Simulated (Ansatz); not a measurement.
**Cu(AsH3)H (CuAsH₄): the relaxed shape and its frontier levels**

Aim: characterise Cu(AsH3)H (CuAsH₄) as a singlet: its structure, frontier levels and distribution of charge.

Computed with Ansatz 0.2.0, Gaussian basis. Level: RKS PBE0-D4/def2-TZVP.

The runs, in order: relaxation at B3LYP-D4/def2-TZVP; a single point at PBE0-D4/def2-TZVP.

## 1. Starting geometry

6 atoms, charge 0, spin multiplicity 1.

Atoms are counted from 1 here; the program's logs count them from 0.

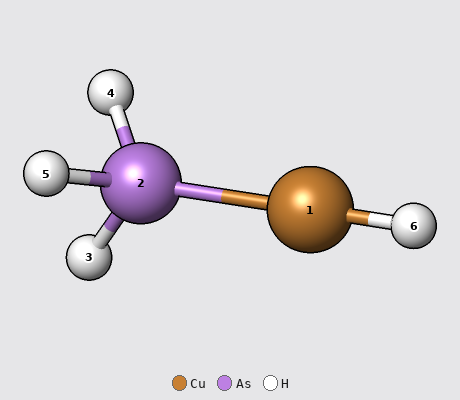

The starting geometry (copper orange, arsenic purple, hydrogen white); atoms are numbered from 1 in the order of the file.

Formally the metal is d10. No spin-orbit coupling is included.

The start is a GFN2-xTB geometry.

## 2. Optimising with B3LYP-D4/def2-TZVP

Contents of in.yaml:

```yaml
crystal:
  periodic: [false, false, false]
  atoms:
    - {symbol: Cu, position_ang: [0.000720, 0.011210, -1.762850]}
    - {symbol: As, position_ang: [-0.007810, -0.015110, 0.629670]}
    - {symbol: H, position_ang: [0.775190, -0.970950, 1.450720]}
    - {symbol: H, position_ang: [-1.221000, -0.199010, 1.465190]}
    - {symbol: H, position_ang: [0.442060, 1.142740, 1.440560]}
    - {symbol: H, position_ang: [0.010840, 0.031110, -3.223300]}
basis:
  gaussian: {orbitals: def2-TZVP}
hamiltonian: {xc: {name: B3LYP}, dispersion: d4}
scf: {lower_state_search: "off"}
output: {orbitals: {seedname: orbitals}}
relax: {f_tol: 0.02, max_steps: 100}
```

Launch:

```sh
ansatz run in.yaml --threads 4 --pin off --events-out ev --progress --plain --max-ram 3916MiB
```

Standard output, cut to the lines that bear on the results:

```text
Functional definition: B3LYP
  name "B3LYP"
  cite "Stephens, Devlin, Chabalowski & Frisch, J. Phys. Chem. 98, 11623 (1994) doi:10.1021/j100096a001"
  cite "Becke, Phys. Rev. A 38, 3098 (1988) doi:10.1103/PhysRevA.38.3098"
  cite "Lee, Yang & Parr, Phys. Rev. B 37, 785 (1988) doi:10.1103/PhysRevB.37.785"
  cite "Vosko, Wilk & Nusair, Can. J. Phys. 58, 1200 (1980) doi:10.1139/p80-159"
[...]
1044 factors; integrals over basis functions are off by at most 4.3e-4 eV
[...]
mean field -105549.73772762 eV, -3878.8813173084 hartree, gradient 5.0e-6 eV, S^2 0.000000; 0 other end points of the search recorded, 0 dependent functions left out
[...]
reference -105549.73798451 eV, -3878.8813267488 hartree; 33, 33 occupied and 84, 84 virtual orbitals, 1044 factors
relax step   1: F+E_penalty+E_count = -105549.90241718 eV  Δ(F+E_penalty+E_count) = +0.000e0 eV  max|allowed force component| = 7.571e-1 eV/Å  Δτ_max = 0.0000 Å  (17 SCF iters, accepted)
[...]
relax step   5: F+E_penalty+E_count = -105549.98388166 eV  Δ(F+E_penalty+E_count) = +2.274e-6 eV  max|allowed force component| = 1.424e-2 eV/Å  Δτ_max = 0.0171 Å  (23 SCF iters, rejected (line search))
[...]
relax step   6: F+E_penalty+E_count = -105549.98399372 eV  Δ(F+E_penalty+E_count) = -1.098e-4 eV  max|allowed force component| = 8.845e-4 eV/Å  Δτ_max = 0.0081 Å  (16 SCF iters, accepted)
Total energy: -105549.98425276 eV, -3878.8903769399 hartree
Atom 0 at     0.001118     0.010793    -1.713116 Å, force     0.000228     0.000303     0.000292 eV/Å
Atom 1 at    -0.001434    -0.005502     0.660723 Å, force     0.000302     0.000396     0.000165 eV/Å
Atom 2 at     0.817514    -1.024241     1.420733 Å, force    -0.000120    -0.000004    -0.000466 eV/Å
Atom 3 at    -1.289555    -0.211304     1.425279 Å, force     0.000079    -0.000050    -0.000884 eV/Å
Atom 4 at     0.468019     1.206937     1.432498 Å, force    -0.000058    -0.000068     0.000630 eV/Å
Atom 5 at     0.004338     0.023308    -3.226128 Å, force    -0.000430    -0.000578     0.000263 eV/Å
Dipole moment:    -0.001718    -0.008495     1.142219 e Å
Checks for a lower state left out: stability, starts, cluster_reference, orbital_swaps, neighbouring_geometries, increment
```

Wall time 8.5 s (4 threads of Arm Neoverse V1, shared host).

Step by step:

| step | energy from step 1 (eV) | largest force component (eV/Å) |
| --- | --- | --- |
| 1 | 0.0000 | 0.7571 |
| 2 | -0.0688 | 0.3897 |
| 3 | -0.0809 | 0.1413 |
| 4 | -0.0815 | 0.0261 |
| 5 | -0.0815 | 0.0142 |
| 6 | -0.0816 | 0.0009 |

The force was under the threshold of 0.02 eV/Å already at step 5, but the program went on to step 6.

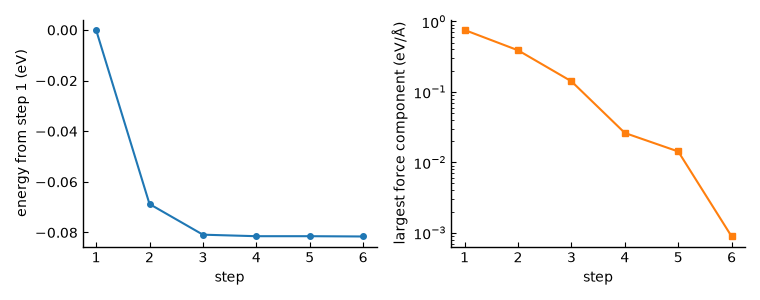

Energy and largest force along the relaxation.

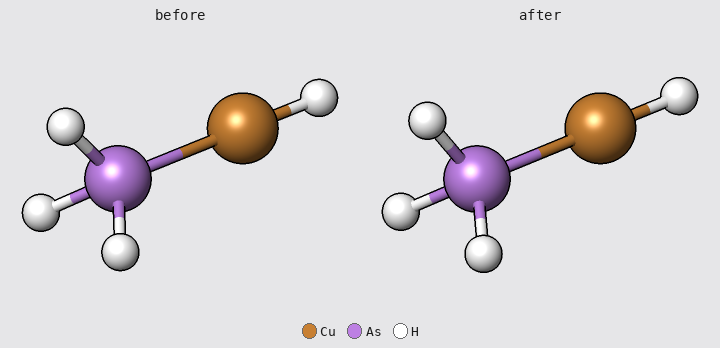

The geometry before (left) and after (right).

Close pairs (by a distance rule), those that changed most:

| bond | before (Å) | after (Å) | change (Å) |
| --- | --- | --- | --- |
| Cu1–H6 | 1.461 | 1.513 | +0.052 |
| As2–H5 | 1.483 | 1.512 | +0.029 |
| As2–H3 | 1.484 | 1.512 | +0.028 |
| As2–H4 | 1.485 | 1.512 | +0.028 |
| Cu1–As2 | 2.393 | 2.374 | -0.019 |

Bonds by kind at the end (by distance):

| bond | count | shortest (Å) | longest (Å) |
| --- | --- | --- | --- |
| As–Cu | 1 | 2.374 | 2.374 |
| As–H | 3 | 1.512 | 1.512 |
| Cu–H | 1 | 1.513 | 1.513 |

## 3. Single point, PBE0-D4/def2-TZVP

start.molden holds the orbitals of an earlier run on this state, given as this run's starting guess.

Contents of in.yaml:

```yaml
crystal:
  periodic: [false, false, false]
  atoms:
    - {symbol: Cu, position_ang: [0.001118, 0.010793, -1.713116]}
    - {symbol: As, position_ang: [-0.001434, -0.005502, 0.660723]}
    - {symbol: H, position_ang: [0.817514, -1.024241, 1.420733]}
    - {symbol: H, position_ang: [-1.289555, -0.211304, 1.425279]}
    - {symbol: H, position_ang: [0.468019, 1.206937, 1.432498]}
    - {symbol: H, position_ang: [0.004338, 0.023308, -3.226128]}
basis:
  gaussian: {orbitals: def2-TZVP, initial_orbitals: start.molden}
hamiltonian: {xc: pbe0, dispersion: d4}
output: {orbitals: {seedname: orbitals}}
```

The command is unchanged.

Standard output:

```text
Functional definition: PBE0
  name "PBE0"
  cite "Adamo & Barone, J. Chem. Phys. 110, 6158 (1999) doi:10.1063/1.478522"
  cite "Perdew, Burke & Ernzerhof, Phys. Rev. Lett. 77, 3865 (1996) doi:10.1103/PhysRevLett.77.3865"
  parent pbe
  parameter a = 0.25
  parameter kappa = 0.804
  parameter beta = 0.06672455060314922
  exchange = (1 - a)*pbe_x(kappa = kappa, mu = beta*pi^2/3) + a*exact_x
  correlation = pbe_c(beta = beta)
1141 factors; their error is unknown
mean field evaluation 1: about -105532.4966 eV, gradient 5.1e0 eV
mean field evaluation 2: about -105532.5325 eV, gradient 4.3e-2 eV
mean field evaluation 4: about -105532.8166 eV, gradient 1.6e-4 eV
mean field evaluation 8: about -105528.7537 eV, gradient 5.9e1 eV
mean field evaluation 16: about -105532.5321 eV, gradient 1.4e-1 eV
mean field -105532.81662019 eV, -3878.2594780797 hartree, gradient 1.2e-5 eV, S^2 0.000000; 1 other end points of the search recorded, 0 dependent functions left out
reference -105532.81665542 eV, -3878.2594793745 hartree; 33, 33 occupied and 84, 84 virtual orbitals, 1141 factors
Total energy: -105532.90186433 eV, -3878.2626107442 hartree
```

It took 2 s on 4 threads of Arm Neoverse V1, shared host.

HOMO -6.09 eV, LUMO -0.58 eV.

Mulliken charges, from this run's orbitals:

| atom | value (e) |
| --- | --- |
| Cu1 | -0.42 |
| As2 | 0.09 |
| H3 | 0.10 |
| H4 | 0.10 |
| H5 | 0.10 |
| H6 | 0.04 |

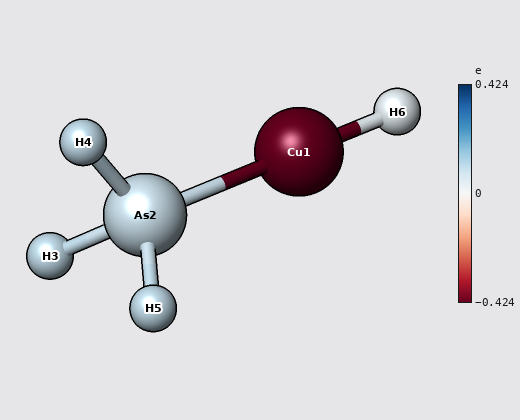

Mulliken charges, from this run's orbitals, as colours on the atoms.

Largest Mayer bond orders: As2–H3 0.94; As2–H4 0.94; As2–H5 0.94; Cu1–H6 0.89; Cu1–As2 0.58.

## 4. Results

| quantity | value |
| --- | --- |
| point group | C3v |
| near neighbours of the metal | As 2.37, H 1.51 Å |
| HOMO, LUMO at PBE0-D4/def2-TZVP | -6.09, -0.58 eV |
| charge on the metal (Mulliken, PBE0-D4/def2-TZVP) | -0.42 e |
| dipole at B3LYP-D4/def2-TZVP | 5.49 D |

**Reading.** The molecule keeps its bonding pattern by the stored test; the atoms moved 0.06 Å (rms). The metal has 2 near neighbours by the distance rule, from 1.51 to 2.37 Å. The Mulliken charge of the metal, -0.42 e, depends on the basis and isn't its oxidation state. No usable vibrations, so a minimum isn't proven. Whether this spin is the lowest isn't tested here.
